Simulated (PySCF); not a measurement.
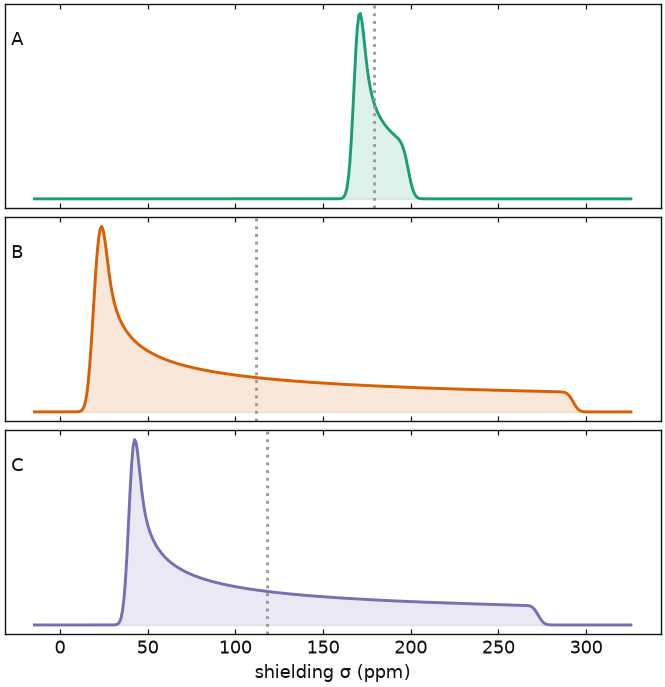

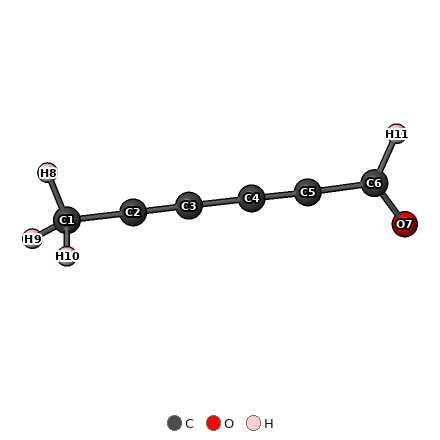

Static powder patterns (¹³C) from GIAO shielding tensors of C₆H₄O, SMILES CC#CC#CC=O, PBE0/pcSseg-1 (IEF-PCM dimethylsulfoxide), PySCF, at a PBE0-D3(BJ)/def2-SVP geometry (no frequency check); absolute shielding, one fixed geometry of the isolated molecule without any motion, no dipolar terms. The dotted line is the isotropic value; skew is 3(σiso − σ22)/span.

Q: The panels belong to C1, C3 and C5. Which is which?

A: panel A: C1, σ11, σ22, σ33 = 168, 170, 199 ppm, isotropic 179, span 31 ppm, skew 0.89; panel B: C5, σ11, σ22, σ33 = 18, 24, 293 ppm, isotropic 112, span 274 ppm, skew 0.96; panel C: C3, σ11, σ22, σ33 = 40, 41, 273 ppm, isotropic 118, span 233 ppm, skew 0.99.
